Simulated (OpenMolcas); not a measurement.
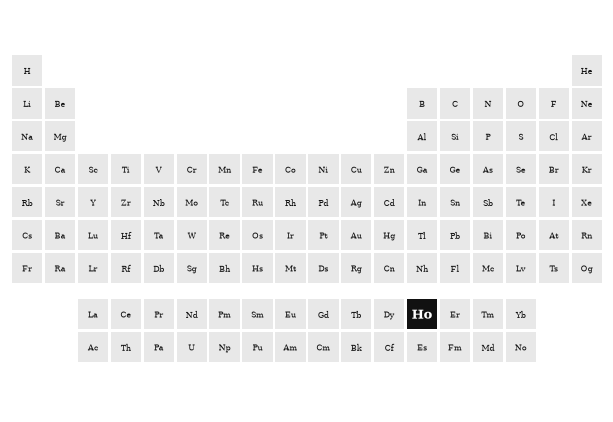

The place of holmium in the periodic table.

# Multiconfigurational calculation: Ho³⁺ complex (part 1 of 2)

System: Ho³⁺ with 6 ligands (F; octahedron, 2.21 Å), neutralised by 6 outer point charges of +0.5 e, whose field is part of the energies.
Method: state-averaged RASSCF, active space 10 electrons in the shells 4f 5d; RAS3 5d with at most 1 electron, basis ANO-RCC-VDZP on the metal and ANO-RCC-VDZP on the ligands, DKH2 scalar Hamiltonian, spin-orbit coupling by RASSI with atomic mean-field integrals (OpenMolcas).

**The program's output (extracts)**
```
--- SEWARD ---
Basis set label: HO.ANO-RCC...7S6P4D2F1G.

      Electronic valence basis set:
      ------------------
      Associated Effective Charge  67.000000 au
      Associated Actual Charge     67.000000 au
      Nuclear Model: Point charge

      Shell  nPrim  nBasis  Cartesian Spherical Contaminant
         s      25       7        X
         p      22       6        X
         d      15       4                 X
         f      11       2                 X
         g       4       1                 X
                  Relativistic Douglas-Kroll-Hess integrals:
                    - DKH order of Hamiltonian: 2
                    - DKH order of Properties : 0
                  Atomic mean-field integrals
--- RASSCF ---
Wave function specifications:
      -----------------------------

      Number of closed shell electrons         114
      Number of electrons in active shells      10
      Max number of holes in RAS1 space          0
      Max nr of electrons in RAS3 space          1
      Number of inactive orbitals               57
      Number of active orbitals                 12
      Number of secondary orbitals              83
      Spin quantum number                      2.0
      State symmetry                             1
Orbital specifications:
      -----------------------

      Symmetry species                           1   2
                                                ag  au
      Frozen orbitals                            0   0
      Inactive orbitals                         30  27
      Active orbitals                            5   7
      RAS1 orbitals                              0   0
      RAS2 orbitals                              0   7
      RAS3 orbitals                              5   0
      Secondary orbitals                        43  40
      Deleted orbitals                           0   0
      Number of basis functions                 78  74
      Number of CSFs                            35
      Number of root(s) required                35
      Iter CI   SX   CI       RASSCF       Energy    max ROT     max BLB   max BLB  Level Ln srch  Step   QN
          iter iter root      energy       change     param      element    value   shift minimum  type update
 Nr of preliminary CI iterations:   1
 ###############################################################################
 ###############################################################################
 ###                                                                         ###
 ###                                                                         ###
 ###    WARNING: Problems in orbital optimization.                           ###
 ###                                                                         ###
 ###                                                                         ###
 ###############################################################################
 ###############################################################################
  Warning: In symmetry  1, orbital p=  31 has diagonal density matrix element D(p,p) close to zero. D(p,p)=  0.000000E+00
  Warning: In symmetry  1, orbital p=  32 has diagonal density matrix element D(p,p) close to zero. D(p,p)=  0.000000E+00
        ...
  Warning: In symmetry  1, orbital p=  33 has diagonal density matrix element D(p,p) close to zero. D(p,p)=  0.000000E+00
  Warning: In symmetry  1, orbital p=  34 has diagonal density matrix element D(p,p) close to zero. D(p,p)=  0.000000E+00
  Warning: In symmetry  1, orbital p=  35 has diagonal density matrix element D(p,p) close to zero. D(p,p)=  0.000000E+00
       16   1    5    0  -203.45948245   -9.24E-09  -7.15E-06   18  51 1 -1.55E-05   1.00   1.48    QN   YES
      Convergence after 16 iterations
       17   1    5    0  -203.45948245   -1.98E-09  -7.15E-06   30  33 1  5.52E-06   1.00   1.48    QN   YES
      Natural orbitals and occupation numbers for root  1
      sym 1:   0.000000   0.000000   0.000000   0.000000   0.000000
      sym 2:   1.151421   1.000000   1.151421   1.848579   1.848579   1.848579   1.151421
      Natural orbitals and occupation numbers for root  2
      sym 1:   0.000000   0.000000   0.000000   0.000000   0.000000
      sym 2:   1.306821   1.458393   1.415468   1.684052   1.535662   1.582388   1.017215
      Natural orbitals and occupation numbers for root  3
      sym 1:   0.000000   0.000000   0.000000   0.000000   0.000000
      sym 2:   1.456592   1.308543   1.016989   1.682326   1.537804   1.581937   1.415809
::    RASSCF root number  1 Total energy: -13203.54153796
::    RASSCF root number  2 Total energy: -13203.54099942
::    RASSCF root number  3 Total energy: -13203.54099942
::    RASSCF root number  4 Total energy: -13203.54099942
::    RASSCF root number  5 Total energy: -13203.54059178
::    RASSCF root number  6 Total energy: -13203.54059178
::    RASSCF root number  7 Total energy: -13203.53953458
::    RASSCF root number  8 Total energy: -13203.53953458
::    RASSCF root number  9 Total energy: -13203.53953458
::    RASSCF root number 10 Total energy: -13203.53939825
::    RASSCF root number 11 Total energy: -13203.53927910
::    RASSCF root number 12 Total energy: -13203.53927910
::    RASSCF root number 13 Total energy: -13203.53927910
::    RASSCF root number 14 Total energy: -13203.46017203
::    RASSCF root number 15 Total energy: -13203.46017203
::    RASSCF root number 16 Total energy: -13203.46017203
::    RASSCF root number 17 Total energy: -13203.45953489
::    RASSCF root number 18 Total energy: -13203.45915018
::    RASSCF root number 19 Total energy: -13203.45915018
::    RASSCF root number 20 Total energy: -13203.45915018
::    RASSCF root number 21 Total energy: -13203.45857458
::    RASSCF root number 22 Total energy: -13203.41502024
::    RASSCF root number 23 Total energy: -13203.41502024
::    RASSCF root number 24 Total energy: -13203.41502024
::    RASSCF root number 25 Total energy: -13203.41359269
::    RASSCF root number 26 Total energy: -13203.41359269
::    RASSCF root number 27 Total energy: -13203.41243855
::    RASSCF root number 28 Total energy: -13203.41243855
::    RASSCF root number 29 Total energy: -13203.41243855
::    RASSCF root number 30 Total energy: -13203.41081484
--- RASSCF ---
Wave function specifications:
      -----------------------------

      Number of closed shell electrons         114
      Number of electrons in active shells      10
      Max number of holes in RAS1 space          0
      Max nr of electrons in RAS3 space          1
      Number of inactive orbitals               57
      Number of active orbitals                 12
      Number of secondary orbitals              83
      Spin quantum number                      3.0
      State symmetry                             2
Orbital specifications:
      -----------------------

      Symmetry species                           1   2
                                                ag  au
      Frozen orbitals                            0   0
      Inactive orbitals                         30  27
      Active orbitals                            5   7
      RAS1 orbitals                              0   0
      RAS2 orbitals                              0   7
      RAS3 orbitals                              5   0
      Secondary orbitals                        43  40
      Deleted orbitals                           0   0
      Number of basis functions                 78  74
      Number of CSFs                           105
      Number of root(s) required               105
      Iter CI   SX   CI       RASSCF       Energy    max ROT     max BLB   max BLB  Level Ln srch  Step   QN
          iter iter root      energy       change     param      element    value   shift minimum  type update
 Nr of preliminary CI iterations:   1
      Total energies have been shifted. Add               -13000.00 au
        1   1   10    0  -203.07095904    0.00E+00  -5.25E-02   32  39 2  3.20E-01*  1.39   0.00    SX    NO
        2   1   11    0  -203.20225513   -1.31E-01* -3.25E-02   16  49 1  1.26E-01*  1.05   0.00    SX    NO
        3   1   10    0  -203.21949597   -1.72E-02*  1.14E-02   32  39 2  6.10E-02*  1.11   0.00    SX    NO
        4   1   10    0  -203.22401749   -4.52E-03* -7.24E-03   32  39 2 -3.08E-02*  1.04   0.00    SX    NO
        5   1   10    0  -203.22518225   -1.16E-03*  2.01E-03   32  39 2  1.71E-02*  1.06   0.67    QN   YES
        6   1    9    0  -203.22564369   -4.61E-04*  2.23E-03   23  35 1 -2.13E-03*  1.04   1.10    QN   YES
        7   1    9    0  -203.22567282   -2.91E-05*  2.01E-03   23  35 1 -1.16E-03*  1.04   1.91    LS   YES
        8   1    9    0  -203.22568078   -7.96E-06* -9.24E-04   32  39 2 -1.48E-03*  1.04   0.96    QN   YES
        9   1    8    0  -203.22568607   -5.30E-06* -4.40E-04   24  45 1  3.81E-04*  1.04   1.48    LS   YES
       10   1    7    0  -203.22568667   -5.99E-07* -3.40E-04   24  45 1  2.86E-04*  1.04   1.01    QN   YES
       11   1    6    0  -203.22568719   -5.14E-07* -3.31E-04   24  45 1  1.84E-04*  1.04   1.98    LS   YES
       12   1    7    0  -203.22568734   -1.55E-07* -6.62E-05   24  45 1  8.41E-05   1.04   0.95    QN   YES
       13   1    6    0  -203.22568737   -2.86E-08* -8.14E-05   24  45 1  6.48E-05   1.04   2.23    LS   YES
       14   1    5    0  -203.22568738   -1.30E-08* -2.54E-05   24  45 1  4.11E-05   1.04   1.03    QN   YES
       15   1    5    0  -203.22568739   -4.35E-09   1.21E-05   24  45 1  1.56E-05   1.04   1.49    QN   YES
      Convergence after 15 iterations
       16   1    5    0  -203.22568739   -9.62E-10   1.21E-05   24  45 1  3.23E-06   1.04   1.49    QN   YES
      Natural orbitals and occupation numbers for root  1
      sym 1:   0.319382   0.352067   0.002165   0.321711   0.004675
      sym 2:   1.031113   1.031042   1.321713   1.138953   1.638376   1.320174   1.518631
      Natural orbitals and occupation numbers for root  2
      sym 1:   0.311474   0.321992   0.004643   0.359722   0.002169
      sym 2:   1.139458   1.635999   1.325228   1.030948   1.033017   1.517940   1.317409
      Natural orbitals and occupation numbers for root  3
      sym 1:   0.359799   0.321942   0.004642   0.311448   0.002169
      sym 2:   1.325206   1.139463   1.635975   1.517932   1.317442   1.030921   1.033061
::    RASSCF root number  1 Total energy: -13203.32844603
::    RASSCF root number  2 Total energy: -13203.32844603
::    RASSCF root number  3 Total energy: -13203.32844603
::    RASSCF root number  4 Total energy: -13203.32699776
::    RASSCF root number  5 Total energy: -13203.32699776
::    RASSCF root number  6 Total energy: -13203.32336812
::    RASSCF root number  7 Total energy: -13203.32336812
::    RASSCF root number  8 Total energy: -13203.32336812
::    RASSCF root number  9 Total energy: -13203.31664137
::    RASSCF root number 10 Total energy: -13203.31664137
::    RASSCF root number 11 Total energy: -13203.31587112
::    RASSCF root number 12 Total energy: -13203.31587112
::    RASSCF root number 13 Total energy: -13203.31587112
::    RASSCF root number 14 Total energy: -13203.31523652
::    RASSCF root number 15 Total energy: -13203.31523652
::    RASSCF root number 16 Total energy: -13203.31523652
::    RASSCF root number 17 Total energy: -13203.31396902
::    RASSCF root number 18 Total energy: -13203.30849923
::    RASSCF root number 19 Total energy: -13203.30055268
::    RASSCF root number 20 Total energy: -13203.30055268
::    RASSCF root number 21 Total energy: -13203.30055268
::    RASSCF root number 22 Total energy: -13203.29857214
::    RASSCF root number 23 Total energy: -13203.29857214
::    RASSCF root number 24 Total energy: -13203.29810376
::    RASSCF root number 25 Total energy: -13203.29810376
::    RASSCF root number 26 Total energy: -13203.29810376
::    RASSCF root number 27 Total energy: -13203.29505484
::    RASSCF root number 28 Total energy: -13203.29505484
::    RASSCF root number 29 Total energy: -13203.29505484
::    RASSCF root number 30 Total energy: -13203.29498877
--- RASSCF ---
Wave function specifications:
      -----------------------------

      Number of closed shell electrons         114
      Number of electrons in active shells      10
      Max number of holes in RAS1 space          0
      Max nr of electrons in RAS3 space          1
      Number of inactive orbitals               57
      Number of active orbitals                 12
      Number of secondary orbitals              83
      Spin quantum number                      2.0
      State symmetry                             2
Orbital specifications:
      -----------------------

      Symmetry species                           1   2
                                                ag  au
      Frozen orbitals                            0   0
      Inactive orbitals                         30  27
      Active orbitals                            5   7
      RAS1 orbitals                              0   0
      RAS2 orbitals                              0   7
      RAS3 orbitals                              5   0
      Secondary orbitals                        43  40
      Deleted orbitals                           0   0
      Number of basis functions                 78  74
      Number of CSFs                          1225
      Number of root(s) required                87
      Iter CI   SX   CI       RASSCF       Energy    max ROT     max BLB   max BLB  Level Ln srch  Step   QN
          iter iter root      energy       change     param      element    value   shift minimum  type update
 Nr of preliminary CI iterations:   1
        1   1    0    0-13203.22867723    0.00E+00   0.00E+00   17  38 2  1.09E-02*  0.00   0.00    SX    NO
      Natural orbitals and occupation numbers for root  1
      sym 1:   0.368082   0.280868   0.003636   0.343401   0.004013
      sym 2:   1.061517   1.469940   1.241172   1.364694   1.184720   1.385300   1.292656
      Natural orbitals and occupation numbers for root  2
      sym 1:   0.293485   0.380700   0.004013   0.318166   0.003636
      sym 2:   1.469940   1.084811   1.132443   1.338183   1.273543   1.308756   1.392324
      Natural orbitals and occupation numbers for root  3
      sym 1:   0.473230   0.046536   0.003758   0.473002   0.003474
      sym 2:   1.026682   1.461270   1.026256   1.482167   1.495426   1.498271   1.009928
::    RASSCF root number  1 Total energy: -13203.27820292
::    RASSCF root number  2 Total energy: -13203.27820292
::    RASSCF root number  3 Total energy: -13203.27803486
::    RASSCF root number  4 Total energy: -13203.27803486
::    RASSCF root number  5 Total energy: -13203.27803486
::    RASSCF root number  6 Total energy: -13203.27783260
::    RASSCF root number  7 Total energy: -13203.27201282
::    RASSCF root number  8 Total energy: -13203.27201282
::    RASSCF root number  9 Total energy: -13203.27201282
::    RASSCF root number 10 Total energy: -13203.27149443
::    RASSCF root number 11 Total energy: -13203.27149443
::    RASSCF root number 12 Total energy: -13203.27149443
::    RASSCF root number 13 Total energy: -13203.27078564
::    RASSCF root number 14 Total energy: -13203.26934636
::    RASSCF root number 15 Total energy: -13203.26934636
::    RASSCF root number 16 Total energy: -13203.26934636
::    RASSCF root number 17 Total energy: -13203.26920707
::    RASSCF root number 18 Total energy: -13203.26920707
::    RASSCF root number 19 Total energy: -13203.26743631
::    RASSCF root number 20 Total energy: -13203.26743631
::    RASSCF root number 21 Total energy: -13203.26743631
::    RASSCF root number 22 Total energy: -13203.26696963
::    RASSCF root number 23 Total energy: -13203.26696963
::    RASSCF root number 24 Total energy: -13203.26696963
::    RASSCF root number 25 Total energy: -13203.26689325
::    RASSCF root number 26 Total energy: -13203.26689325
::    RASSCF root number 27 Total energy: -13203.25486357
::    RASSCF root number 28 Total energy: -13203.25486357
::    RASSCF root number 29 Total energy: -13203.25486357
::    RASSCF root number 30 Total energy: -13203.25393369
```

(Continued in part 2.) Outcome of the run: converged; the spin-orbit step lacks the states of multiplicity 3.
